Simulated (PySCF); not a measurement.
## Ru3: frequency calculation

The run: frequency calculation of Ru3. Method and program: RKS-based PBE0, Ru def2-TZVP with ECP28; non-relativistic Hamiltonian with a scalar-relativistic core potential; density fitting (PySCF 2.14.0).

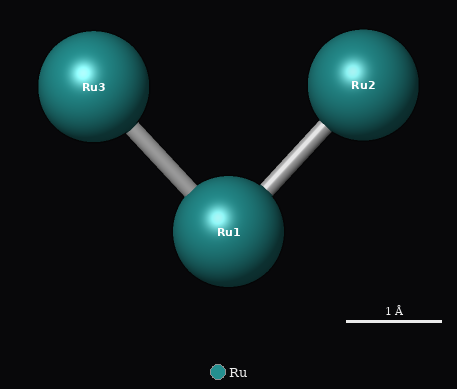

*The structure as given in the input (ball-and-stick view, seen on its broad side; atoms are numbered from 1 in the order of the input). Sticks mark near contacts.*

Summary:

| quantity | value |
| --- | --- |
| outcome | converged |
| total energy | −284.457328 hartree |
| HOMO | −4.42 eV |
| LUMO | −2.35 eV |
| zero-point energy | 0.001806 hartree |
| dipole moment | 0.31 D |
| wavenumbers, lowest and highest | 98 and 405 cm⁻¹ |
| hardware | 4 threads of Arm Neoverse V1, 24 GiB of memory available, shared host |
| wall time | 48 s (CPU time 2.6 min) |
| peak memory | 1.1 GiB |

Remarks:

The run takes a singlet; with an open-shell metal another spin state may lie lower.

Input:
```python
from pyscf import gto, scf, dft
mol = gto.M(atom='''
Ru     0.000000    -1.023143     0.000000
Ru     1.430628     0.511572     0.000000
Ru    -1.430628     0.511572     0.000000''',
    basis={'Ru': 'def2-TZVP'},
    ecp={'Ru': 'def2-TZVP'},
    charge=0, spin=0)
mf = dft.RKS(mol, xc='PBE0')
mf.grids.atom_grid = (75, 302)
aux = {'Ru': 'def2-universal-JKFIT'}
mf = mf.density_fit(auxbasis=aux)
mf.conv_tol = 1e-09
mf.diis_space = 10
mf.max_cycle = 60
mf.verbose = 4
mf.kernel()
```

The script is an equivalent of the set-up of the self-consistent field. The run itself was carried out by a driver, which started from the orbitals of the step before it where there was one and computed the further properties.

Launch command:
```bash
OMP_NUM_THREADS=4 python axn.py task.json out
```

The program's output:
```
init E= -284.457328037847
  HOMO = -0.162251574622154  LUMO = -0.0861872195577815  gap/eV = 2.06982
cycle= 1 E= -284.457328034909  delta_E= 2.94e-09  |g|= 0.000122  |ddm|= 8.66e-05
  HOMO = -0.162250655209557  LUMO = -0.0861845723475438  gap/eV = 2.06986
cycle= 2 E= -284.457327803391  delta_E= 2.32e-07  |g|= 0.00108  |ddm|= 0.000757
  HOMO = -0.162251294403236  LUMO = -0.0861864106429482  gap/eV = 2.06983
cycle= 3 E= -284.45732803729  delta_E= -2.34e-07  |g|= 5.88e-05  |ddm|= 0.000683
  HOMO = -0.162251446893057  LUMO = -0.0861868429401289  gap/eV = 2.06982
cycle= 4 E= -284.457328037902  delta_E= -6.11e-10  |g|= 1.45e-06  |ddm|= 3.84e-05
  HOMO = -0.162251482350889  LUMO = -0.086186836719536  gap/eV = 2.06982
cycle= 5 E= -284.457328037905  delta_E= -3.24e-12  |g|= 7.17e-07  |ddm|= 3.7e-06
  HOMO = -0.162251464432223  LUMO = -0.0861867878573293  gap/eV = 2.06983
Extra cycle  E= -284.457328037908  delta_E= -3.13e-12  |g|= 7.9e-07  |ddm|= 6.13e-06
converged SCF energy = -284.457328037908
```

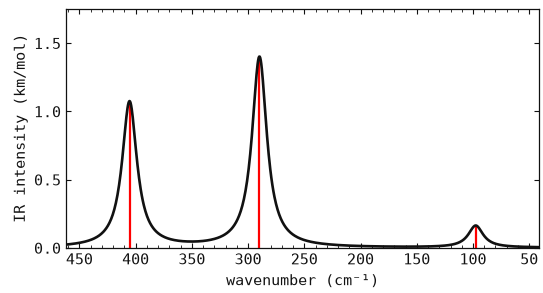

*Harmonic infrared spectrum, unscaled: sticks (degenerate modes added up, dark ones marked on the axis) with a Lorentzian envelope of 16 cm⁻¹ full width, scaled to the tallest stick.*

3 modes from 98 to 405 cm⁻¹, none imaginary. The strongest line is at 290 cm⁻¹ (1.4 km/mol). All modes, in cm⁻¹ (km/mol): 98 (0.2), 290 (1.4), 405 (1.1).

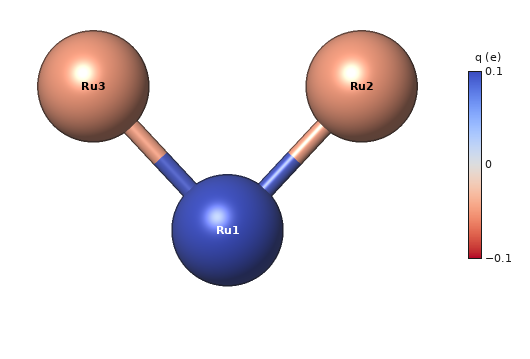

*Mulliken charges, as the colour of each atom (ball-and-stick view, seen on its broad side; atoms are numbered from 1 in the order of the input).*

By element: Ru −0.05 to +0.10 e.
